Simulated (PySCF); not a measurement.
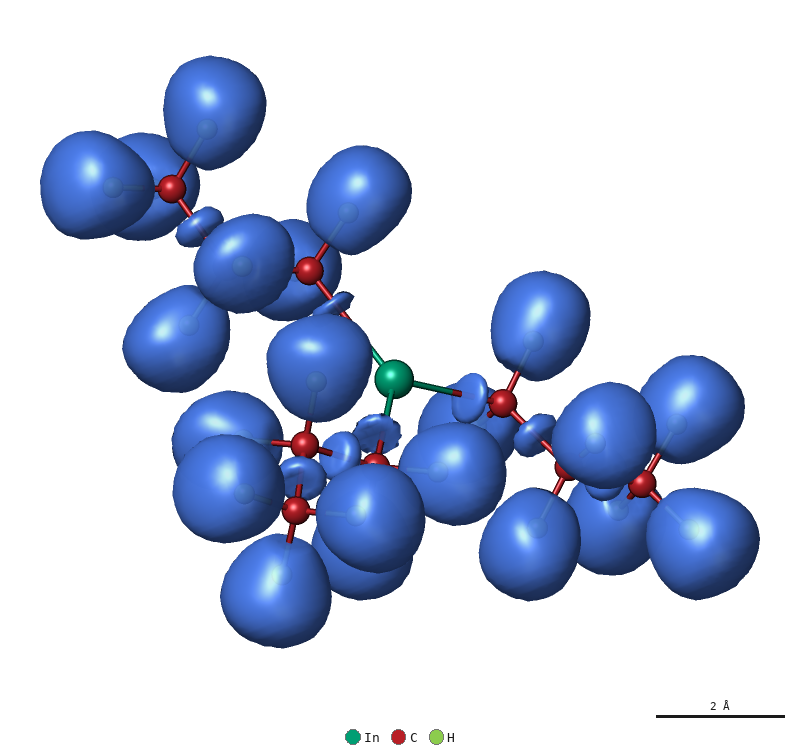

The picture shows: C9H21In. Isosurface of the electron localisation function at 0.85 (blue), seen at an oblique angle. Only the valence region is drawn (cores and ρ < 0.01 e/Å³ removed).

Geometry: PBE0-D3(BJ)/def2-SVP; core potentials replace the inner electrons of In.

The calculation used CAM-B3LYP/def2-SVPD, SCF density, gas phase, scalar-relativistic core potentials on the heavy atoms in PySCF 2.14.0.

```xyz
31

In    0.0803    0.5638    0.0869
C     2.1356    0.3508    0.8026
C     2.5934   -1.0545    1.1802
C     4.0369   -1.1117    1.6631
H     2.2546    1.0422    1.6564
H     2.7824    0.7648    0.0065
H     2.4728   -1.7334    0.3183
H     1.9351   -1.4681    1.9648
H     4.1828   -0.4796    2.5544
H     4.3422   -2.1371    1.9269
H     4.7289   -0.7462    0.8868
C    -0.7838    2.5572   -0.1716
C    -2.0831    2.6030   -0.9695
C    -2.6735    4.0019   -1.0934
H    -0.0173    3.2043   -0.6344
H    -0.9402    2.9728    0.8414
H    -2.8319    1.9345   -0.5081
H    -1.9180    2.1919   -1.9817
H    -1.9673    4.6875   -1.5896
H    -3.6084    4.0047   -1.6767
H    -2.8972    4.4259   -0.1009
C    -1.1875   -1.1530   -0.3976
C    -0.5429   -2.5340   -0.3371
C    -1.5054   -3.6664   -0.6726
H    -1.6075   -0.9645   -1.4026
H    -2.0541   -1.1007    0.2877
H    -0.1154   -2.7081    0.6657
H     0.3182   -2.5779   -1.0276
H    -1.9157   -3.5496   -1.6890
H    -1.0162   -4.6524   -0.6202
H    -2.3593   -3.6787    0.0243
```

Q: Describe the localisation domains.

A: The surface consists of six regions between bonded C–C atoms (shared pairs), 21 regions around hydrogen nuclei and three lobes of the valence shell of C pointing towards In (polar bonds). Along the contacts the grid gives the following. C–C (1.52 Å): the ELF peaks at about 0.95 between the atoms: a covalent bond. C–In (2.19 Å): the ELF peaks at about 0.90 in the valence shell of C, 0.7 Å from its nucleus, and drops to about 0.15 between the two atoms.
